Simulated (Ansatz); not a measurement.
# SiN2H5OF (SMILES N[Si](N)(O)F): PBE0/cc-pVDZ

Aim: the energy change on altering one bond length of SiN2H5OF at PBE0/cc-pVDZ, from 2 runs. 

The calculation is run with Ansatz 0.2.0.

122 further runs of the same task are left out: 122 set aside as unsound or not needed. Runs told in other sessions of the task aren't counted.

### 1 The system as given

SiN2H5OF: 10 atoms, total charge 0, spin state singlet. SMILES: `N[Si](N)(O)F`. Geometry: relaxed at PBE0-D4/def2-TZVP. This is one conformer, not always the lowest.

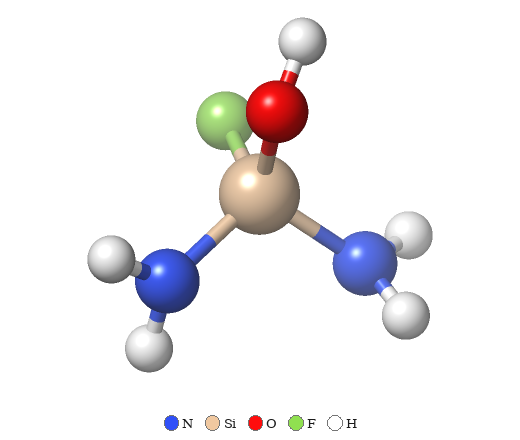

The structure, seen from a chosen angle (nitrogen blue, silicon light orange, oxygen red, fluorine green, hydrogen white).

### 2 The energy at PBE0/cc-pVDZ

File job.yaml:

```yaml
crystal:
  periodic: [false, false, false]
  atoms:
    - symbol: N
      position_ang: [-0.415800, 1.495400, -0.024800]
    - symbol: Si
      position_ang: [0.063400, -0.096400, -0.298300]
    - symbol: "N"
      position_ang: [-0.488700, -1.065100, 0.977800]
    - symbol: O
      position_ang: [1.671000, 0.022600, -0.585100]
    - symbol: F
      position_ang: [-0.553900, -0.827100, -1.586600]
    - symbol: H
      position_ang: [-1.328300, 1.723100, 0.327300]
    - symbol: H
      position_ang: [0.046600, 2.272000, -0.464100]
    - symbol: H
      position_ang: [-0.741200, -2.027100, 0.831100]
    - symbol: H
      position_ang: [-0.238900, -0.873700, 1.932500]
    - symbol: H
      position_ang: [2.068800, -0.674900, -1.106900]
basis:
  gaussian:
    orbitals: cc-pVDZ
hamiltonian:
  xc: pbe0
accuracy: high
output: {orbitals: {seedname: orbitals}}
```

Launch:

```console
$ ansatz run job.yaml --threads 1 --pin off --max-ram 3480MiB --events-out events.jsonl --progress --plain --runs-dir runs
```

Output:

```text
Warning: RAYON_NUM_THREADS=1 ignored (pool sized by the plan → 1); use --threads N
Functional definition: PBE0
  name "PBE0"
  parameter a = 0.25
  parameter kappa = 0.804
  parameter beta = 0.06672455060314922
  exchange = (1 - a)*pbe_x(kappa = kappa, mu = beta*pi^2/3) + a*exact_x
  correlation = pbe_c(beta = beta)
2290 factors; integrals over basis functions are off by at most 3.9e-9 eV
mean field evaluation 1: about -15684.0969 eV, gradient 8.1e1 eV
mean field evaluation 2: about -15677.4188 eV, gradient 9.8e1 eV
mean field evaluation 4: about -15695.8799 eV, gradient 3.5e0 eV
mean field evaluation 8: about -15696.1474 eV, gradient 3.4e-1 eV
mean field evaluation 16: about -15696.1476 eV, gradient 8.9e-5 eV
mean field -15696.14759585 eV, -576.8227849164 hartree, gradient 7.6e-8 eV, S^2 0.000000; 0 other end points of the search recorded, 0 dependent functions left out
reference -15696.14759851 eV, -576.8227850143 hartree; 25, 25 occupied and 74, 74 virtual orbitals, 2290 factors
Total energy: -15696.14759851 eV, -576.8227850143 hartree
```

Run time: 11 s. Hardware: 1 thread of Arm Neoverse V2, shared host; peak memory 0.37 GiB.

### 3 The distorted shape

File job.yaml:

```yaml
crystal:
  periodic: [false, false, false]
  atoms:
    - {symbol: "N", position_ang: [-0.893180, 2.332434, 0.601386]}
    - {symbol: Si, position_ang: [-0.413980, 0.740634, 0.327886]}
    - {symbol: "N", position_ang: [-0.966080, -0.228066, 1.603986]}
    - {symbol: O, position_ang: [1.193620, 0.859634, 0.041086]}
    - {symbol: F, position_ang: [-1.031280, 0.009934, -0.960414]}
    - {symbol: H, position_ang: [-1.805680, 2.560134, 0.953486]}
    - {symbol: H, position_ang: [-0.430780, 3.109034, 0.162086]}
    - {symbol: H, position_ang: [-1.218580, -1.190066, 1.457286]}
    - {symbol: H, position_ang: [-0.716280, -0.036666, 2.558686]}
    - {symbol: H, position_ang: [2.068800, -0.674900, -1.106900]}
basis:
  gaussian:
    orbitals: cc-pVDZ
hamiltonian:
  xc: pbe0
accuracy: high
output: {orbitals: {seedname: orbitals}}
```

Launch:

```console
$ ansatz run job.yaml --threads 1 --pin off --max-ram 3480MiB --events-out events.jsonl --progress --plain --runs-dir runs
```

Output, shortened:

```text
Warning: RAYON_NUM_THREADS=1 ignored (pool sized by the plan → 1); use --threads N
[... 7 set-up lines as earlier in the session ...]
2289 factors; integrals over basis functions are off by at most 3.8e-9 eV
mean field evaluation 1: about -15672.8217 eV, gradient 8.9e1 eV
mean field evaluation 2: about -15636.9460 eV, gradient 1.4e2 eV
mean field evaluation 4: about -15689.6278 eV, gradient 1.9e1 eV
mean field evaluation 8: about -15690.3169 eV, gradient 8.8e-1 eV
mean field evaluation 16: about -15690.5461 eV, gradient 3.1e-3 eV
mean field -15690.54611677 eV, -576.6169343570 hartree, gradient 3.0e-8 eV, S^2 0.000000; 0 other end points of the search recorded, 0 dependent functions left out
reference -15690.54611951 eV, -576.6169344580 hartree; 25, 25 occupied and 74, 74 virtual orbitals, 2289 factors
Total energy: -15690.54611951 eV, -576.6169344580 hartree
```

Run time: 13 s. Hardware: 1 thread of Arm Neoverse V2, shared host; peak memory 0.37 GiB.

### 4 Summary of results

Level: PBE0/cc-pVDZ.

| quantity | value |
| --- | --- |
| first shape: total energy | -576.82279 Eh |
| first shape: HOMO energy | -7.30 eV |
| first shape: LUMO energy | 1.52 eV |
| first shape: HOMO–LUMO gap | 8.82 eV |
| distorted shape: total energy | -576.61693 Eh |
| distorted shape: HOMO energy | -7.17 eV |
| distorted shape: LUMO energy | -4.87 eV |
| distorted shape: HOMO–LUMO gap | 2.30 eV |
| energy change with the O4–H10 bond stretched from 0.958 to 2.107 Å | 5.601 eV |

In words: One bond (distorted shape) is far stretched, which a spin-restricted single reference describes badly; a broken-symmetry solution may lie lower. With the O4–H10 bond stretched from 0.958 to 2.107 Å the energy rises by 5.60 eV (129 kcal/mol). The first shape isn't relaxed at this level, so the change isn't measured from a minimum. A restricted reference can't describe the breaking bond well at this length.
